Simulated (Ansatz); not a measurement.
# W, response to strain

The reference is W in the bcc (W type) structure (space group Im-3m, No. 229; a = 3.154 Å; relaxed with 0.1 eV smearing). Axes: x, y, z lie along the cube axes.

Strains are applied to the cell and any free atomic positions relax; under biaxial strain the out-of-plane vector relaxes too.

Calculations: PBEsol (Ansatz, an electronic-structure program; PAW; 420 eV plane waves; no spin-orbit coupling).

Notes on the quantities. energy relative to the base: free energy F.

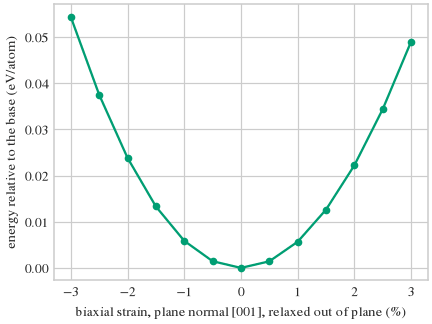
Figure: Energy relative to the base against biaxial strain, plane normal [001], relaxed out of plane

Question: From the plot, what is the energy relative to the base for biaxial strain −2.00 %, plane normal [001], relaxed out of plane?

Answer: About 0.024 eV/atom.

Question: Is the trend monotonic over the range shown?

Answer: No, it turns within the range, spanning 0 meV/atom to +54 meV/atom.

Stability against distortions was not tested. The final runs are not spin-polarised.
